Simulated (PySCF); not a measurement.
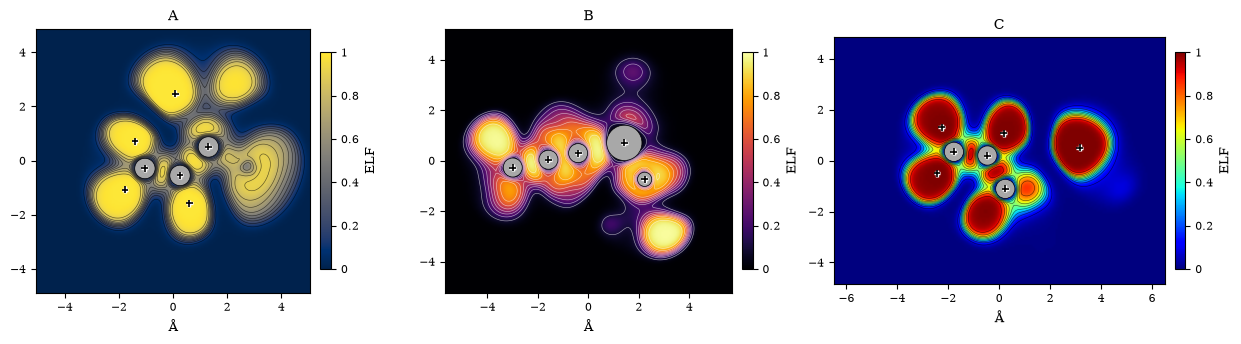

The ELF of 3 systems, each on a plane through atoms (crosses mark nuclei in the plane; grey discs cover the cores).

Level of theory: PySCF, CAM-B3LYP/def2-SVPD, SCF density, gas phase.

System 1: C4H9BO2Si, the plane of atoms C4, Si2 and O7. Geometry: GFN2-xTB.

```xyz
17

B    -1.7294   -1.4934   -1.0462
Si   -0.9106   -0.8632    0.6130
O    -0.9958   -2.0125    1.7707
C     0.8751   -0.3740    0.3175
C     2.0104   -0.0422    0.0839
C     3.3791    0.3456   -0.1842
O    -1.6353    0.4212    1.3591
C    -1.8133    1.6993    0.8393
H    -2.2731   -0.7588   -1.7781
H    -1.6593   -2.6094   -1.3808
H    -0.8582   -1.7712    2.6840
H     3.4210    1.3940   -0.4794
H     3.7870   -0.2656   -0.9893
H     3.9886    0.2060    0.7083
H    -2.4170    1.6740   -0.0724
H    -2.3264    2.3024    1.5901
H    -0.8497    2.1599    0.6040
```

System 2: C3H11NSSi2, the plane of atoms C2, C1 and H8. Geometry: GFN2-xTB.

```yaml
atoms:
  - { symbol: C, position_ang: [2.8167, -0.1530, 0.0607] }
  - { symbol: C, position_ang: [1.5851, -0.6223, 0.1739] }
  - { symbol: C, position_ang: [0.6034, -0.6859, -0.9407] }
  - { symbol: Si, position_ang: [-0.6610, 0.7387, -0.8151] }
  - { symbol: S, position_ang: [0.4009, 2.6112, -0.7871] }
  - { symbol: N, position_ang: [-1.5389, 0.6275, 0.6653] }
  - { symbol: Si, position_ang: [-2.4859, -0.6921, 1.2893] }
  - { symbol: H, position_ang: [3.4878, -0.0975, 0.9008] }
  - { symbol: H, position_ang: [3.2140, 0.1754, -0.8873] }
  - { symbol: H, position_ang: [1.2128, -0.9452, 1.1373] }
  - { symbol: H, position_ang: [0.0592, -1.6280, -0.9067] }
  - { symbol: H, position_ang: [1.1163, -0.6276, -1.9008] }
  - { symbol: H, position_ang: [-1.5137, 0.7851, -2.0009] }
  - { symbol: H, position_ang: [1.5606, 2.0993, -0.3988] }
  - { symbol: H, position_ang: [-1.7123, 1.5149, 1.1117] }
  - { symbol: H, position_ang: [-2.7828, -0.3302, 2.6733] }
  - { symbol: H, position_ang: [-1.6610, -1.8951, 1.1919] }
  - { symbol: H, position_ang: [-3.7097, -0.8689, 0.5018] }
```

System 3: C3H6BCl2 (charge −1), the plane of atoms C6, C5 and H10. Geometry: GFN2-xTB.

```xyz
12

B    -1.4517    0.5239    0.2806
C    -0.3659   -0.7340    0.2506
Cl   -0.5511   -1.7306   -1.2525
Cl   -0.6858   -1.8738    1.6026
C     1.0839   -0.4086    0.3133
C     1.6199    0.6671   -0.2363
H    -1.1895    1.1723    1.2690
H    -2.5695    0.0749    0.3286
H    -1.2951    1.1762   -0.7249
H     1.7148   -1.1211    0.8389
H     2.6799    0.8659   -0.1776
H     1.0114    1.3871   -0.7535
```

Question: Which map belongs to which system?

Answer: Panel A is system 3, C3H6BCl2: the plane holds C and H. C–C (1.32 Å): the ELF peaks at about 0.95 between the atoms; a short, multiple covalent bond. Panel B is system 1, C4H9BO2Si: the plane holds Si, C and O. C–C (1.21 Å): the ELF peaks at about 0.85 between the atoms; a multiple bond. Panel C is system 2, C3H11NSSi2: the plane holds C and H. C–C (1.32 Å): the ELF peaks at about 0.95 between the atoms (a multiple bond).
